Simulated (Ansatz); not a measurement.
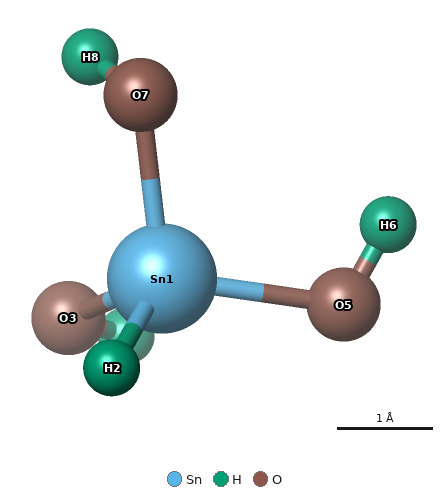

*The input geometry (ball-and-stick view, seen at a tilt; atoms are numbered from 1 in the order of the input). Sticks mark near contacts.*

Bond lengths as drawn: H–O 0.97 Å, H–Sn 1.70 Å and O–Sn 1.98 Å.

Run report: SnH4O3, nudged elastic band

- system: SnH4O3
- method: RKS PBE0-D4/def2-SVP (Ansatz 0.2.0)

It belongs to a series of runs on one base structure; here: band between the two ends. Figures and captions count atoms from 1; the log counts them from 0 in places.

**The program's output**
```
Engine: ansatz 0.2.0, aarch64-unknown-linux-gnu
Functional definition: PBE0
  parameter a = 0.25
  parameter kappa = 0.804
  parameter beta = 0.06672455060314922
  exchange = (1 - a)*pbe_x(kappa = kappa, mu = beta*pi^2/3) + a*exact_x
  correlation = pbe_c(beta = beta)
1005 factors; integrals over basis functions are off by at most 3.2e-4 eV
mean field evaluation 1: about -12014.9684 eV, gradient 8.2e1 eV
mean field evaluation 2: about -11989.2306 eV, gradient 1.4e2 eV
mean field evaluation 4: about -12026.9316 eV, gradient 1.7e0 eV
mean field evaluation 8: about -12026.9399 eV, gradient 2.3e-1 eV
mean field evaluation 16: about -12026.9400 eV, gradient 1.3e-5 eV
mean field -12026.94002382 eV, -441.9818937227 hartree, gradient 1.3e-5 eV, S^2 0.000000; 0 other end points of the search recorded, 0 dependent functions left out
the calculation of the forces begins
reference -12026.94005285 eV, -441.9818947895 hartree; 25, 25 occupied and 63, 63 virtual orbitals, 1005 factors
1007 factors; integrals over basis functions are off by at most 9.0e-4 eV
mean field evaluation 32: about -12027.9148 eV, gradient 4.2e-5 eV
mean field -12027.91482113 eV, -442.0177168629 hartree, gradient 4.2e-5 eV, S^2 0.000000; 0 other end points of the search recorded, 0 dependent functions left out
[... from here on the field's lines of each further geometry are left out, up to the last ...]
NEB iter   1: max|band force component| = 5.885e1 eV/Å  barrier→ = 12.6865 eV  barrier← = 13.6716 eV  Δτ_max = 0.2000 Å  (179 SCF iters)
NEB iter   2: max|band force component| = 5.889e0 eV/Å  barrier→ = 2.3576 eV  barrier← = 3.3427 eV  Δτ_max = 0.1989 Å  (164 SCF iters)
NEB iter   3: max|band force component| = 3.692e0 eV/Å  barrier→ = 1.9424 eV  barrier← = 2.9275 eV  Δτ_max = 0.1976 Å  (148 SCF iters)
NEB iter   4: max|band force component| = 1.210e0 eV/Å  barrier→ = 1.7178 eV  barrier← = 2.7028 eV  Δτ_max = 0.2000 Å  (152 SCF iters)
NEB iter   5: max|band force component| = 7.860e-1 eV/Å  barrier→ = 1.9324 eV  barrier← = 2.9175 eV  Δτ_max = 0.1966 Å  (150 SCF iters)
NEB iter   6: max|band force component| = 3.392e0 eV/Å  barrier→ = 1.9529 eV  barrier← = 2.9380 eV  Δτ_max = 0.1001 Å  (149 SCF iters)
NEB iter   7: max|band force component| = 3.355e0 eV/Å  barrier→ = 1.9635 eV  barrier← = 2.9485 eV  Δτ_max = 0.0503 Å  (152 SCF iters)
NEB iter   8: max|band force component| = 2.325e0 eV/Å  barrier→ = 1.9140 eV  barrier← = 2.8991 eV  Δτ_max = 0.0995 Å  (152 SCF iters)
NEB iter   9: max|band force component| = 6.744e-1 eV/Å  barrier→ = 2.0346 eV  barrier← = 3.0197 eV  Δτ_max = 0.1917 Å  (149 SCF iters)
NEB iter  10: max|band force component| = 6.068e-1 eV/Å  barrier→ = 1.9676 eV  barrier← = 2.9526 eV  Δτ_max = 0.1973 Å  (149 SCF iters)
NEB iter  11: max|band force component| = 5.090e-1 eV/Å  barrier→ = 1.9080 eV  barrier← = 2.8931 eV  CI = image 3  Δτ_max = 0.1958 Å  (157 SCF iters)
NEB iter  12: max|band force component| = 1.201e0 eV/Å  barrier→ = 1.9095 eV  barrier← = 2.8946 eV  CI = image 3  Δτ_max = 0.1001 Å  (169 SCF iters)
NEB iter  13: max|band force component| = 7.359e-1 eV/Å  barrier→ = 1.8994 eV  barrier← = 2.8844 eV  CI = image 3  Δτ_max = 0.1001 Å  (151 SCF iters)
NEB iter  14: max|band force component| = 4.312e-1 eV/Å  barrier→ = 1.8932 eV  barrier← = 2.8782 eV  CI = image 3  Δτ_max = 0.0996 Å  (151 SCF iters)
NEB iter  15: max|band force component| = 2.409e-1 eV/Å  barrier→ = 1.8920 eV  barrier← = 2.8770 eV  CI = image 3  Δτ_max = 0.0994 Å  (152 SCF iters)
NEB iter  16: max|band force component| = 1.094e-1 eV/Å  barrier→ = 1.8918 eV  barrier← = 2.8768 eV  CI = image 3  Δτ_max = 0.0799 Å  (156 SCF iters)
NEB iter  17: max|band force component| = 9.523e-2 eV/Å  barrier→ = 1.8917 eV  barrier← = 2.8767 eV  CI = image 3  Δτ_max = 0.1111 Å  (149 SCF iters)
NEB iter  18: max|band force component| = 1.780e-1 eV/Å  barrier→ = 1.8916 eV  barrier← = 2.8767 eV  CI = image 3  Δτ_max = 0.0557 Å  (132 SCF iters)
the calculation of the forces begins
reference -12027.71433514 eV, -442.0103491388 hartree; 25, 25 occupied and 63, 63 virtual orbitals, 1007 factors
1005 factors; integrals over basis functions are off by at most 1.0e-3 eV
mean field -12025.05120253 eV, -441.9124808205 hartree, gradient 1.8e-5 eV, S^2 0.000000; 1 other end points of the search recorded, 0 dependent functions left out
the calculation of the forces begins
reference -12025.05123073 eV, -441.9124818567 hartree; 25, 25 occupied and 63, 63 virtual orbitals, 1005 factors
NEB iter  19: max|band force component| = 4.414e-2 eV/Å  barrier→ = 1.8916 eV  barrier← = 2.8767 eV  CI = image 3  Δτ_max = 0.0000 Å  (286 SCF iters)
```

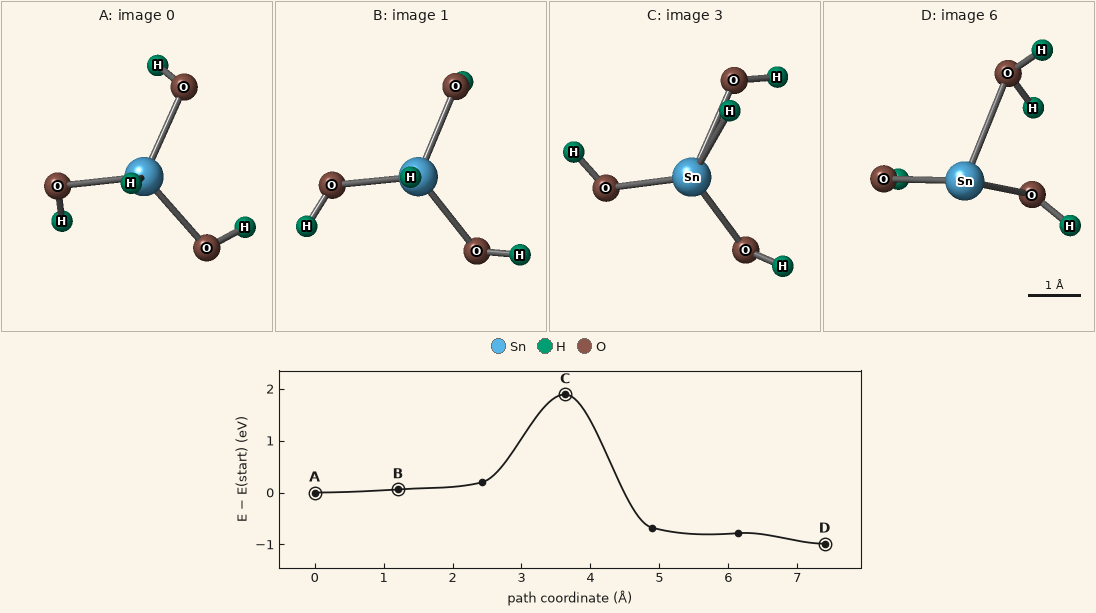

*Images of the last band (counted from 0; ball-and-stick, seen on its broad side) above the energy along the path; the line is a cubic interpolation that uses the forces.*

The highest image is number 3, 1.892 eV above the start and 2.877 eV above the end (the climbing image); the end lies 0.985 eV below the start. The path is 7.40 Å long. The band converged in 19 iterations.

```
Total energy: -12025.16499653 eV, -441.9166626730 hartree
Atom 0 at    -0.434107    -0.079588     0.405124 Å, force    -0.000672    -0.001309    -0.001273 eV/Å
Atom 1 at     0.722616     0.029664     1.741156 Å, force     0.000236     0.000029    -0.001028 eV/Å
Atom 2 at     1.677668     0.114938     0.479761 Å, force     0.002489    -0.002035     0.001124 eV/Å
Atom 3 at     2.260413    -0.618058     0.226191 Å, force    -0.001275     0.001987     0.000228 eV/Å
Atom 4 at    -1.090354     1.144165    -0.997925 Å, force    -0.000612    -0.000357    -0.001069 eV/Å
Atom 5 at    -0.848630     2.059033    -0.808723 Å, force    -0.000000     0.000795     0.000274 eV/Å
Atom 6 at    -0.881942    -1.785475    -0.493729 Å, force    -0.000146     0.002515     0.003070 eV/Å
Atom 7 at    -0.970866    -2.513180     0.132545 Å, force    -0.000020    -0.001626    -0.001326 eV/Å
Dipole moment:     0.087187    -0.132171     0.622172 e Å
this run last wrote the band of iteration 19 to [file]
```

**The last band as extended XYZ (Å, eV, eV/Å)**
```
8
Properties=species:S:1:pos:R:3:forces:R:3 image=0 energy=-12027.05661
Sn    0.0136   -0.0519    0.6460    0.0026  -0.0077  -0.0262
H    -0.1041    0.3813    2.2841    0.0006  -0.0019  -0.0108
O     1.8279   -0.6787    0.1757    0.0004  -0.0023   0.0103
H     2.1654   -0.2062   -0.5955   -0.0069   0.0043   0.0023
O    -0.3985    1.4569   -0.5616    0.0027   0.0061   0.0091
H    -1.0840    1.2105   -1.1951    0.0009  -0.0071   0.0043
O    -1.2318   -1.5071    0.1568   -0.0053   0.0024   0.0113
H    -0.7538   -2.2533   -0.2260    0.0050   0.0062  -0.0004
8
Properties=species:S:1:pos:R:3:forces:R:3 image=1 energy=-12026.99472
Sn    0.0274   -0.0637    0.4533    0.0133   0.0023   0.0105
H    -0.3069    0.2448    2.0974   -0.0239   0.0131   0.0050
O     1.9712   -0.3332    0.3169    0.0100  -0.0460   0.0254
H     2.2510   -0.5280   -0.5850   -0.0008   0.0214  -0.0389
O    -0.3843    1.3914   -0.8065    0.0813   0.0313  -0.0020
H    -1.3061    1.6690   -0.8020   -0.0738  -0.0488  -0.0004
O    -0.9406   -1.6269   -0.2801   -0.0188   0.0198   0.0045
H    -0.8769   -2.4020    0.2904    0.0127   0.0069  -0.0041
8
Properties=species:S:1:pos:R:3:forces:R:3 image=2 energy=-12026.86142
Sn   -0.0991   -0.0974    0.3717    0.1518  -0.0207  -0.0079
H    -0.1984    0.1473    2.0503   -0.4234   0.0411   0.1427
O     1.8612    0.0773    0.2093    0.0827  -0.0065  -0.1232
H     2.2918   -0.6806   -0.1976    0.0163  -0.0284  -0.2009
O    -1.0303    1.1396   -0.8453    0.0136   0.0021   0.0771
H    -0.6913    2.0414   -0.8212    0.0687   0.0013   0.0221
O    -0.7467   -1.8037   -0.3726    0.0748  -0.0104   0.0427
H    -0.9524   -2.4724    0.2898    0.0154   0.0215   0.0473
8
Properties=species:S:1:pos:R:3:forces:R:3 image=3 energy=-12025.16497
Sn   -0.4341   -0.0796    0.4051   -0.0007  -0.0013  -0.0013
H     0.7226    0.0297    1.7412    0.0002   0.0000  -0.0010
O     1.6777    0.1149    0.4798    0.0025  -0.0020   0.0011
H     2.2604   -0.6181    0.2262   -0.0013   0.0020   0.0002
O    -1.0904    1.1442   -0.9979   -0.0006  -0.0004  -0.0011
H    -0.8486    2.0590   -0.8087    0.0000   0.0008   0.0003
O    -0.8819   -1.7855   -0.4937   -0.0001   0.0025   0.0031
H    -0.9709   -2.5132    0.1325    0.0000  -0.0016  -0.0013
8
Properties=species:S:1:pos:R:3:forces:R:3 image=4 energy=-12027.73013
Sn   -0.9722    0.0460    0.5287   -0.2007   0.0438   0.0455
H     1.5094   -0.1492    1.6442    0.2814  -0.0791  -0.0284
O     1.4781    0.1203    0.7167   -0.0771   0.0040   0.0897
H     1.7393   -0.6660    0.2092   -0.1896  -0.0092   0.0047
O    -0.8922    1.1091   -1.1632    0.0752  -0.0176  -0.0566
H    -0.9489    2.0522   -0.9712   -0.0383   0.0078  -0.0452
O    -0.5527   -1.7094   -0.3851    0.1286   0.0288   0.0217
H    -0.9260   -2.4515    0.1051    0.0205   0.0215  -0.0313
8
Properties=species:S:1:pos:R:3:forces:R:3 image=5 energy=-12027.83899
Sn   -0.9453    0.2912    0.5997   -0.0253  -0.0704  -0.0134
H     1.7212   -0.3824    1.6509   -0.0441   0.0355  -0.0087
O     1.3895   -0.0576    0.8047    0.0273   0.0745  -0.0276
H     1.0863   -0.8721    0.2829    0.1132   0.0133   0.0222
O    -0.5634    1.3861   -1.0318   -0.0243  -0.0328  -0.0480
H    -1.3567    1.7686   -1.4269    0.0767   0.0339   0.0848
O    -0.2793   -1.4857   -0.2947   -0.0631  -0.0230  -0.0211
H    -0.6174   -2.2967    0.0995   -0.0604  -0.0309   0.0118
8
Properties=species:S:1:pos:R:3:forces:R:3 image=6 energy=-12028.04167
Sn   -1.0392    0.3006    0.8174    0.0031  -0.0148   0.0009
H     1.7728   -0.3445    1.5983    0.0052  -0.0008   0.0050
O     1.3796    0.0198    0.7965   -0.0026  -0.0010  -0.0036
H     1.0876   -0.7620    0.2496   -0.0046   0.0006  -0.0015
O    -0.9678    1.5350   -0.7438   -0.0012   0.0075  -0.0077
H    -0.5832    1.0905   -1.5112    0.0014  -0.0001  -0.0011
O    -0.4035   -1.3155   -0.3425   -0.0026   0.0084   0.0099
H    -0.8114   -2.1724   -0.1800    0.0014   0.0001  -0.0018
```

The run was set up as follows.

**The input**
```yaml
crystal:
  periodic: [false, false, false]
  atoms:
    - { symbol: Sn, position_ang: [0.013554, -0.051943, 0.645968] }
    - { symbol: H, position_ang: [-0.104074, 0.38133, 2.284069] }
    - { symbol: O, position_ang: [1.827929, -0.678652, 0.175678] }
    - { symbol: H, position_ang: [2.165447, -0.206165, -0.595459] }
    - { symbol: O, position_ang: [-0.398493, 1.45692, -0.561633] }
    - { symbol: H, position_ang: [-1.084035, 1.210473, -1.195051] }
    - { symbol: O, position_ang: [-1.231767, -1.507132, 0.156817] }
    - { symbol: H, position_ang: [-0.753762, -2.253332, -0.22599] }
basis:
  gaussian: { orbitals: def2-SVP }
hamiltonian:
  xc: pbe0
  dispersion: d4
neb:
  order_check: false
  images: 5
  f_tol: 0.05
  max_iterations: 60
  spring: 20.0
  final_atoms:
    - { symbol: Sn, position_ang: [-1.03924683, 0.30056951, 0.8174155] }
    - { symbol: H, position_ang: [1.77281737, -0.34450199, 1.59834342] }
    - { symbol: O, position_ang: [1.37963777, 0.01979722, 0.79651589] }
    - { symbol: H, position_ang: [1.08756837, -0.76203506, 0.24959849] }
    - { symbol: O, position_ang: [-0.96782269, 1.53500378, -0.74378678] }
    - { symbol: H, position_ang: [-0.5832432, 1.0905011, -1.5112069] }
    - { symbol: O, position_ang: [-0.40352929, -1.31547996, -0.34249886] }
    - { symbol: H, position_ang: [-0.81138251, -2.1723556, -0.17998176] }
  initial_path:
    images:
      - { positions_ang: [[0.013554, -0.051943, 0.645968], [-0.104074, 0.38133, 2.284069], [1.827929, -0.678652, 0.175678], [2.165447, -0.206165, -0.595459], [-0.398493, 1.45692, -0.561633], [-1.084035, 1.210473, -1.195051], [-1.231767, -1.507132, 0.156817], [-0.753762, -2.253332, -0.22599]] }
      - { positions_ang: [[0.00976806, -0.03560505, 0.42797924], [0.28502751, 0.27073342, 2.06109903], [1.90422792, -0.44785662, 0.33657148], [2.23444532, -0.45163032, -0.20357183], [-0.56702121, 1.49638617, -0.61842649], [-1.34213498, 1.2534159, -1.11802145], [-1.12574722, -1.54528385, -0.10291428], [-0.9637664, -2.18866066, -0.0983167]] }
      - { positions_ang: [[0.00598212, -0.0192671, 0.20999047], [0.67412902, 0.16013683, 1.83812907], [1.98052684, -0.21706123, 0.49746496], [2.30344365, -0.69709563, 0.18831533], [-0.73554943, 1.53585235, -0.67521997], [-1.60023497, 1.2963588, -1.0409919], [-1.01972743, -1.58343571, -0.36264556], [-1.17377079, -2.12398931, 0.0293566]] }
      - { positions_ang: [[0.00219617, -0.00292914, -0.00799829], [1.06323053, 0.04954025, 1.6151591], [2.05682576, 0.01373415, 0.65835844], [2.37244197, -0.94256095, 0.5802025], [-0.90407764, 1.57531852, -0.73201346], [-1.85833495, 1.3393017, -0.96396235], [-0.91370765, -1.62158756, -0.62237684], [-1.38377519, -2.05931797, 0.1570299]] }
      - { positions_ang: [[-0.34495149, 0.09823708, 0.26713964], [1.29975948, -0.08180716, 1.60955387], [1.83109643, 0.01575518, 0.70441092], [1.94415077, -0.88238565, 0.47000116], [-0.92532599, 1.56188027, -0.7359379], [-1.43330437, 1.25636816, -1.1463772], [-0.7436482, -1.51955169, -0.52908418], [-1.19297763, -2.09699718, 0.04469268]] }
      - { positions_ang: [[-0.69209916, 0.19940329, 0.54227757], [1.53628843, -0.21315458, 1.60394865], [1.6053671, 0.0177762, 0.7504634], [1.51585957, -0.82221036, 0.35979983], [-0.94657434, 1.54844202, -0.73986234], [-1.00827379, 1.17343463, -1.32879205], [-0.57358874, -1.41751583, -0.43579152], [-1.00218007, -2.13467639, -0.06764454]] }
      - { positions_ang: [[-1.03924683, 0.30056951, 0.8174155], [1.77281737, -0.34450199, 1.59834342], [1.37963777, 0.01979722, 0.79651589], [1.08756837, -0.76203506, 0.24959849], [-0.96782269, 1.53500378, -0.74378678], [-0.5832432, 1.0905011, -1.5112069], [-0.40352929, -1.31547996, -0.34249886], [-0.81138251, -2.1723556, -0.17998176]] }
```

Launched with:
```bash
ansatz run input.yaml --threads 2 --pin off --max-ram 3072MiB --backend cpu --events-out ev --progress --plain --runs-dir out
```

**Key numbers**

| quantity | value |
| --- | --- |
| outcome | converged |
| barrier, forward | 1.892 eV |
| barrier, backward | 2.877 eV |
| hardware | 2 threads of Arm Neoverse N1, 24 GiB of memory available, shared host |
| wall time | 5.8 min (CPU time 11 min) |
| peak memory | 0.19 GiB |

**Remarks**

The order of the saddle point was not checked.
